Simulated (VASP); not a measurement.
# OsRh with LAK: from relaxation to properties, part 2 of 5

Wanted: the relaxed cell of OsRh and its properties. The cell is invented: it takes the structure of a Materials Project entry for PtRh (space group 166 there), with some of its atoms replaced by other elements, volume scaled by an estimate. It may not be a known or stable phase. Left out of this account: 1 further run (core levels: core levels are not valid at this level).

VASP 6.6.1, plane waves and PAW; the level of theory is named at each step.

Still holding for the runs below: This run has no spin polarisation. Its electron count is odd, so without a moment it is a metal by construction.

So far. Step 2 (Rough relaxation of the start cell): It ends with forces that vanish by symmetry and a pressure of 0.01 GPa.

## 3. Full relaxation (LAK)

Level of this step: LAK; plane waves and PAW (Os, Rh_pv); invented cell (VASP).

Properties are meant for the cell that this level of theory prefers, so cell and atoms are relaxed first (ISIF = 3) until forces and stress are small; EDIFFG sets the threshold.

File INCAR:

```
SYSTEM = OsRh
PREC = Accurate
ENCUT = 400
EDIFF = 1E-06
NELM = 100
ISMEAR = 1
SIGMA = 0.2
LREAL = .FALSE.
ALGO = Normal
METAGGA = LAK
LASPH = .TRUE.
NBANDS = 17
LORBIT = 11
LWAVE = .FALSE.
LCHARG = .FALSE.
IBRION = 2
NSW = 60
ISIF = 3
EDIFFG = -0.01
```

File POSCAR:

```
OsRh
1.0
    1.3543739580      0.7819482381      4.5022417251
   -1.3543739580      0.7819482381      4.5022417251
    0.0000000000     -1.5638964763      4.5022417251
Os Rh
1 1
Direct
    0.0000000000      0.0000000000      0.0000000000
    0.5000000000      0.5000000000      0.5000000000
```

File KPOINTS:

```
Automatic mesh
0
Gamma
11 11 11
0 0 0
```

Potentials, in the order of the species: Os and Rh_pv (PBE family, release 64).

Command:

```console
mpirun -np 1 vasp_std
```

The program printed:

```text
[banner, memory and clock lines left out]
running    1 mpi-ranks, on    1 nodes
 distrk:  each k-point on    1 cores,    1 groups
 distr:  one band on    1 cores,    1 groups

 POSCAR found type information on POSCAR OsRh
 POSCAR found :  2 types and       2 ions
 [... a notice as in an earlier step ...]

 LDA part: xc-table for (None), standard interpolation
 POSCAR, INCAR and KPOINTS ok, starting setup
 FFT: planning ... GRIDC
 FFT: planning ... GRID_SOFT
 FFT: planning ... GRID
 WAVECAR not read
 entering main loop
       N       E                     dE             d eps       ncg     rms          rms(c)
DAV:   1     0.240184347219E+03    0.24018E+03   -0.12269E+04  5516   0.117E+03
DAV:   2     0.630342449196E+02   -0.17715E+03   -0.17258E+03  5322   0.388E+02
DAV:   3     0.591490487497E+02   -0.38852E+01   -0.38342E+01  5851   0.595E+01
DAV:   4     0.591179403576E+02   -0.31108E-01   -0.31078E-01  5907   0.541E+00
DAV:   5     0.591175154162E+02   -0.42494E-03   -0.42492E-03  5843   0.590E-01    0.236E+01
DAV:   6     0.710323612872E+02    0.11915E+02   -0.20534E+01  5828   0.422E+01    0.394E+00
DAV:   7     0.706945569647E+02   -0.33780E+00   -0.68626E+00  5580   0.179E+01    0.774E+00
DAV:   8     0.711641829113E+02    0.46963E+00   -0.24077E+00  5588   0.123E+01    0.230E+00
DAV:   9     0.711869408079E+02    0.22758E-01   -0.27068E-01  5370   0.460E+00    0.879E-01
DAV:  10     0.711909500409E+02    0.40092E-02   -0.35565E-02  5589   0.156E+00    0.307E-01
DAV:  11     0.711905067998E+02   -0.44324E-03   -0.63211E-03  6059   0.788E-01    0.769E-02
DAV:  12     0.711902579044E+02   -0.24890E-03   -0.64255E-04  5133   0.206E-01    0.420E-02
DAV:  13     0.711901638828E+02   -0.94022E-04   -0.24464E-04  5223   0.131E-01    0.168E-02
DAV:  14     0.711901642931E+02    0.41028E-06   -0.87544E-06  6242   0.243E-02
   1 F= 0.71190164E+02 E0= 0.71188784E+02  d E =0.711902E+02
 curvature:   0.00 expect dE= 0.000E+00 dE for cont linesearch  0.000E+00
 trial: gam= 0.00000 g(F)=  0.203E-57 g(S)=  0.144E-01 ort = 0.000E+00 (trialstep = 0.100E+01)
 search vector abs. value=  0.144E-01
 bond charge predicted
       N       E                     dE             d eps       ncg     rms          rms(c)
DAV:   1     0.711220319545E+02   -0.68132E-01   -0.33559E+00  5110   0.157E+01    0.170E+00
DAV:   2     0.711626333931E+02    0.40601E-01   -0.40264E-01  5446   0.472E+00    0.148E+00
DAV:   3     0.711857260644E+02    0.23093E-01   -0.25028E-01  5914   0.403E+00    0.743E-01
DAV:   4     0.711926519499E+02    0.69259E-02   -0.50585E-02  5640   0.154E+00    0.157E-01
DAV:   5     0.711916941348E+02   -0.95782E-03   -0.26209E-03  5152   0.438E-01    0.114E-01
DAV:   6     0.711915365944E+02   -0.15754E-03   -0.18180E-04  6109   0.128E-01    0.482E-02
DAV:   7     0.711914573583E+02   -0.79236E-04   -0.42473E-05  5489   0.605E-02    0.128E-02
DAV:   8     0.711914400986E+02   -0.17260E-04   -0.70493E-06  5575   0.233E-02    0.468E-03
DAV:   9     0.711914347977E+02   -0.53009E-05   -0.23358E-06  4803   0.128E-02    0.175E-03
DAV:  10     0.711914357194E+02    0.92169E-06   -0.13135E-07  2575   0.359E-03
   2 F= 0.71191436E+02 E0= 0.71189779E+02  d E =0.127143E-02
[...]
3 F= 0.71186882E+02 E0= 0.71185322E+02  d E =-.328241E-02
[...]
4 F= 0.71186883E+02 E0= 0.71185320E+02  d E =-.328137E-02
[...]
5 F= 0.71186908E+02 E0= 0.71185342E+02  d E =0.253094E-04
[...]
6 F= 0.71186874E+02 E0= 0.71185312E+02  d E =-.904012E-05
 curvature:  -0.10 expect dE=-0.215E-05 dE for cont linesearch -0.206E-05
 ZBRENT: interpolating
 opt :   0.2334  next Energy=    71.186871 (dE=-0.115E-04)
 bond charge predicted
       N       E                     dE             d eps       ncg     rms          rms(c)
DAV:   1     0.711868283279E+02   -0.46323E-04   -0.63518E-04  5147   0.289E-01    0.559E-02
DAV:   2     0.711867522540E+02   -0.76074E-04   -0.13056E-03  5926   0.292E-01    0.923E-02
DAV:   3     0.711868822813E+02    0.13003E-03   -0.63897E-04  5898   0.187E-01    0.890E-03
DAV:   4     0.711868740455E+02   -0.82357E-05   -0.17764E-05  5160   0.319E-02    0.402E-03
DAV:   5     0.711868736481E+02   -0.39742E-06   -0.78352E-07  2976   0.950E-03
   7 F= 0.71186874E+02 E0= 0.71185312E+02  d E =-.927642E-05
 curvature:  -0.12 expect dE=-0.250E-06 dE for cont linesearch -0.944E-07
 trial: gam= 0.00000 g(F)=  0.307E-58 g(S)=  0.212E-05 ort =-0.637E-05 (trialstep = 0.762E+00)
 search vector abs. value=  0.212E-05
 reached required accuracy - stopping structural energy minimisation
```

Elapsed: 9 min, on 1 MPI rank of Intel Xeon 6975P-C (Granite Rapids), shared host; peak memory 0.23 GiB.

Parts of OUTCAR (step 3):

```text
  LATTYP: Found a trigonal (rhomboedric) cell.
 ALAT       =     4.7661255141
 COS(alpha) =     0.8384986010

The static configuration has the point symmetry D_3d.

 Found    146 irreducible k-points:

   k-points           NKPTS =    146   k-points in BZ     NKDIM =    146   number of bands    NBANDS=     17

   dimension x,y,z NGX =    32 NGY =   32 NGZ =   32
   dimension x,y,z NGXF=    64 NGYF=   64 NGZF=   64

   ENCUT  =  400.0 eV  29.40 Ry    5.42 a.u.   7.77  7.77  7.77*2*pi/ulx,y,z

   NELECT =      23.0000    total number of electrons

 E-fermi :  10.2490

 k-point     1 :       0.0000    0.0000    0.0000
  band No.  band energies     occupation
    ...
      8       7.0411      2.00000
      9       7.1996      2.00000
     10       7.1996      2.00000
     11       9.4921      2.00000
     12       9.4921      2.00000
     13      10.4101      0.01695
     14      11.8522     -0.00000
     15      11.8522     -0.00000
     16      19.2893      0.00000
     17      25.4584      0.00000

 k-point     2 :       0.0909   -0.0000    0.0000
  band No.  band energies     occupation
    ...
      9       7.2528      2.00000
     10       7.3702      2.00000
     11       9.0404      2.00000
     12       9.4810      2.00000
     13       9.5661      2.00002
     14      11.7152     -0.00000
     15      13.2590     -0.00000
     16      19.2341      0.00000
     17      26.1192      0.00000

  Total       -0.0001583     -0.0001583      0.0093789      0.0000000     -0.0000000      0.0000000
  in kB       -0.0088655     -0.0088655      0.5254290      0.0000000     -0.0000000      0.0000000
  external PRESSURE =       0.1692326 kB  Pullay stress =       0.0000000 kB

  energy-cutoff  :      400.00
  volume of cell :       28.60
      direct lattice vectors                 reciprocal lattice vectors
     1.359063187  0.784655566  4.469710302     0.367900481  0.212407423  0.074576049
    -1.359063187  0.784655566  4.469710302    -0.367900481  0.212407423  0.074576049
     0.000000000 -1.569311133  4.469710302     0.000000000 -0.424814846  0.074576049

 POSITION                                       TOTAL-FORCE (eV/Angst)
 -----------------------------------------------------------------------------------
     -0.00000     -0.00000      0.00000         0.000000      0.000000      0.000000
      0.00000     -0.00000      6.70457        -0.000000     -0.000000     -0.000000
 -----------------------------------------------------------------------------------
    total drift:                               -0.000000      0.000000      0.000000

  FREE ENERGIE OF THE ION-ELECTRON SYSTEM (eV)
  ---------------------------------------------------
  free  energy   TOTEN  =        71.1868736481 eV

  energy  without entropy=       71.1821885884  energy(sigma->0) =       71.18531196

 total charge
# of ion       s       p       d       tot
------------------------------------------
    1        0.671   0.691   5.913   7.275
    2        0.388   6.314   7.091  13.794
--------------------------------------------------
tot          1.059   7.005  13.005  21.069

[... 2 parts as in an earlier step ...]

[... 7 further parts left out ...]
```

CONTCAR:

```
OsRh
   1.00000000000000
     1.3590631870946139    0.7846555664956035    4.4697103021502542
    -1.3590631870946139    0.7846555664956035    4.4697103021502542
     0.0000000000000000   -1.5693111330908309    4.4697103021501290
  Os              Rh
     1     1
Direct
     0.0000000000000000    0.0000000000000000    0.0000000000000000
     0.5000000000000000    0.5000000000000000    0.5000000000000000
```

Relaxation path:

| step | energy less that of the first step (eV) | largest force (eV/Å) | pressure (GPa) | volume (Å³) |
| --- | --- | --- | --- | --- |
| 1 | 0.0000 | 0.0000 | 0.02 | 28.61 |
| 2 | 0.0013 | 0.0000 | -0.20 | 28.61 |
| 3 | -0.0033 | 0.0000 | -0.13 | 28.61 |
| 4 | -0.0033 | 0.0000 | -0.15 | 28.61 |
| 5 | -0.0033 | 0.0000 | 0.48 | 28.56 |
| 6 | -0.0033 | 0.0000 | 0.09 | 28.59 |
| 7 | -0.0033 | 0.0000 | 0.02 | 28.60 |

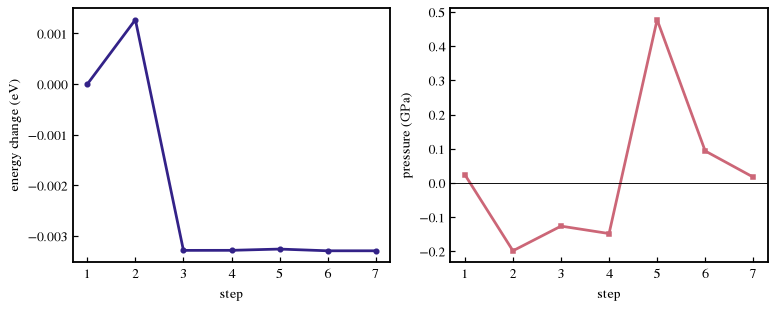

Energy and pressure along the relaxation.

| conventional cell, symmetrised | before | after | change |
| --- | --- | --- | --- |
| a (Å) | 2.709 | 2.718 | +0.3 % |
| b (Å) | 2.709 | 2.718 | +0.3 % |
| c (Å) | 13.507 | 13.409 | -0.7 % |
| volume (Å³/atom) | 14.30 | 14.30 | -0.0 % |

The relaxed structure:

```xyz
2
Lattice="1.3591 0.7847 4.4697 -1.3591 0.7847 4.4697 0.0000 -1.5693 4.4697" Properties=species:S:1:pos:R:3 pbc="T T T"
Os    0.0000    0.0000    0.0000
Rh    0.0000    0.0000    6.7046
```

This step gave:

```yaml
irreducible_k_points: 146
free_energy_toten: 71.1869 eV
energy_at_zero_smearing: 71.1853 eV
fermi_energy: 10.25 eV
pressure: 0.01692 GPa
scf_cycles_over_all_ionic_steps: 56
```

It ends with forces that vanish by symmetry and a pressure of 0.02 GPa.

## 4. Single point with fields (LAK)

The relaxed cell gets a fresh self-consistent run, on a basis set for its own volume, to fix the density and to check the remaining stress.

Changes to INCAR since step 3:

```diff
@@ -14,6 +14,5 @@
 LWAVE = .FALSE.
-LCHARG = .FALSE.
-IBRION = 2
-NSW = 60
-ISIF = 3
-EDIFFG = -0.01
+LCHARG = .TRUE.
+ISIF = 2
+LELF = .TRUE.
+LVHAR = .TRUE.
```

File POSCAR:

```
OsRh
1.0
    1.3590631871      0.7846555665      4.4697103022
   -1.3590631871      0.7846555665      4.4697103022
    0.0000000000     -1.5693111331      4.4697103022
Os Rh
1 1
Direct
    0.0000000000      0.0000000000      0.0000000000
    0.5000000000      0.5000000000      0.5000000000
```

KPOINTS is that of step 3.

Command:

```console
mpirun -np 1 vasp_std
```

The program printed:

```text
[... set-up lines as in an earlier step ...]
 entering main loop
       N       E                     dE             d eps       ncg     rms          rms(c)
DAV:   1     0.238787991084E+03    0.23879E+03   -0.12310E+04  5516   0.117E+03
DAV:   2     0.630411512172E+02   -0.17575E+03   -0.17142E+03  5340   0.387E+02
DAV:   3     0.591465719198E+02   -0.38946E+01   -0.38531E+01  5915   0.596E+01
DAV:   4     0.591164530283E+02   -0.30119E-01   -0.30100E-01  5843   0.533E+00
DAV:   5     0.591160328291E+02   -0.42020E-03   -0.42018E-03  5841   0.599E-01    0.237E+01
DAV:   6     0.710552065123E+02    0.11939E+02   -0.20256E+01  5843   0.422E+01    0.378E+00
DAV:   7     0.707753643420E+02   -0.27984E+00   -0.56970E+00  5518   0.165E+01    0.724E+00
DAV:   8     0.711639741053E+02    0.38861E+00   -0.20540E+00  5610   0.116E+01    0.223E+00
DAV:   9     0.711849319330E+02    0.20958E-01   -0.21928E-01  5269   0.421E+00    0.759E-01
DAV:  10     0.711877527174E+02    0.28208E-02   -0.23533E-02  5680   0.134E+00    0.289E-01
DAV:  11     0.711871977572E+02   -0.55496E-03   -0.47281E-03  5881   0.709E-01    0.649E-02
DAV:  12     0.711869760937E+02   -0.22166E-03   -0.38227E-04  5278   0.162E-01    0.398E-02
DAV:  13     0.711868878075E+02   -0.88286E-04   -0.22895E-04  5097   0.126E-01    0.113E-02
DAV:  14     0.711868869688E+02   -0.83874E-06   -0.48573E-06  6130   0.205E-02
   1 F= 0.71186887E+02 E0= 0.71185324E+02  d E =0.468851E-02
```

It took 2 min on 1 MPI rank; peak memory 0.22 GiB.

Parts of OUTCAR (step 4):

```text
  LATTYP: Found a trigonal (rhomboedric) cell.
 ALAT       =     4.7371982532
 COS(alpha) =     0.8353862050

The static configuration has the point symmetry D_3d.

 Found    146 irreducible k-points:

   ENCUT  =  400.0 eV  29.40 Ry    5.42 a.u.   7.73  7.73  7.73*2*pi/ulx,y,z

   NELECT =      23.0000    total number of electrons

 E-fermi :  10.2492

 k-point     1 :       0.0000    0.0000    0.0000
  band No.  band energies     occupation
    ...
      8       7.0412      2.00000
      9       7.1995      2.00000
     10       7.1995      2.00000
     11       9.4925      2.00000
     12       9.4925      2.00000
     13      10.4102      0.01736
     14      11.8524     -0.00000
     15      11.8524     -0.00000
     16      19.2894      0.00000
     17      25.4581      0.00000

 k-point     2 :       0.0909    0.0000   -0.0000
  band No.  band energies     occupation
    ...
      9       7.2531      2.00000
     10       7.3701      2.00000
     11       9.0406      2.00000
     12       9.4813      2.00000
     13       9.5666      2.00002
     14      11.7155     -0.00000
     15      13.2592     -0.00000
     16      19.2342      0.00000
     17      26.1189      0.00000

  Total       -0.0083574     -0.0083574     -0.0126686     -0.0000000      0.0000000      0.0000000
  in kB       -0.4682028     -0.4682029     -0.7097226     -0.0000000      0.0000000      0.0000000
  external PRESSURE =      -0.5487094 kB  Pullay stress =       0.0000000 kB

  energy-cutoff  :      400.00
  volume of cell :       28.60
      direct lattice vectors                 reciprocal lattice vectors
     1.359063187  0.784655567  4.469710302     0.367900481  0.212407423  0.074576049
    -1.359063187  0.784655567  4.469710302    -0.367900481  0.212407423  0.074576049
     0.000000000 -1.569311133  4.469710302     0.000000000 -0.424814846  0.074576049

 POSITION                                       TOTAL-FORCE (eV/Angst)
 -----------------------------------------------------------------------------------
      0.00000      0.00000      0.00000         0.000000     -0.000000      0.000000
      0.00000     -0.00000      6.70457         0.000000      0.000000     -0.000000
 -----------------------------------------------------------------------------------
    total drift:                               -0.000000      0.000000      0.000000

  FREE ENERGIE OF THE ION-ELECTRON SYSTEM (eV)
  ---------------------------------------------------
  free  energy   TOTEN  =        71.1868869688 eV

  energy  without entropy=       71.1821984617  energy(sigma->0) =       71.18532413

[... 5 parts as in an earlier step ...]

[... 6 further parts left out ...]
```

Numbers from this step:

```
SCF cycles : 14
pressure   : -0.05487 GPa
```

Valence electrons inside each PAW sphere by angular momentum. Sphere charges, by row:

| atom | s (e) | p (e) | d (e) | tot (e) |
| --- | --- | --- | --- | --- |
| Os1 | 0.671 | 0.691 | 5.913 | 7.275 |
| Rh2 | 0.388 | 6.314 | 7.091 | 13.79 |

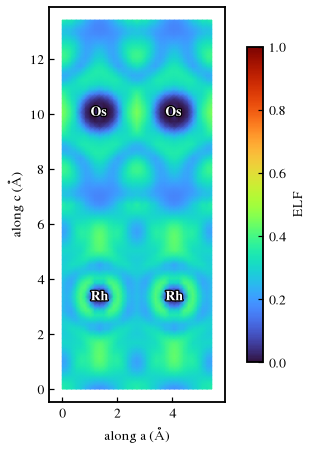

ELF in the ac plane of the conventional cell at fractional y = 0.000, with atoms of Os and Rh within 0.2 Å of it. It is the smooth field of the valence electrons, not physical close to the nuclei. The map starts off the cell's origin, so that atoms lie inside it.

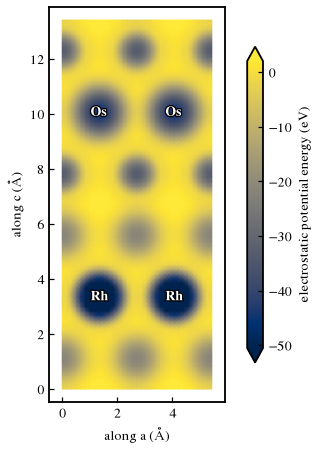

Electrostatic potential energy in the ac plane of the conventional cell at fractional y = 0.000, with atoms of Os and Rh within 0.2 Å of it. With pseudopotentials it is smooth inside the atoms' cores, unlike the true potential. The map starts off the cell's origin, so that atoms lie inside it.

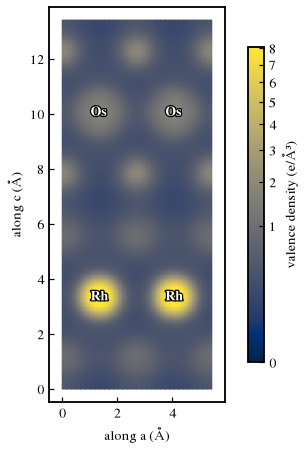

Valence density in the ac plane of the conventional cell at fractional y = 0.000, with atoms of Os and Rh within 0.2 Å of it. It is the smooth field of the valence electrons, not physical close to the nuclei. The map starts off the cell's origin, so that atoms lie inside it. The colour scale is stretched toward low values.

In this run the pressure is -0.05 GPa, small enough to go on.

[end of part 2 of 5]

[Lines on the potential files, build, host, timing and source positions are cut from VASP's logs without a mark.]

[Logs are printed without paths, hosts, clocks, repeated set-up lines and the standing remarks that a program may print on its own settings, such as how far it seeks lower states.]

[Hosts, paths, dates, database ids (printed as entryN), source tags and the programs' standing remarks are cut or masked in the printed files.]

[A measured line is paired with the nearest computed mode of its activity, which favours agreement.]
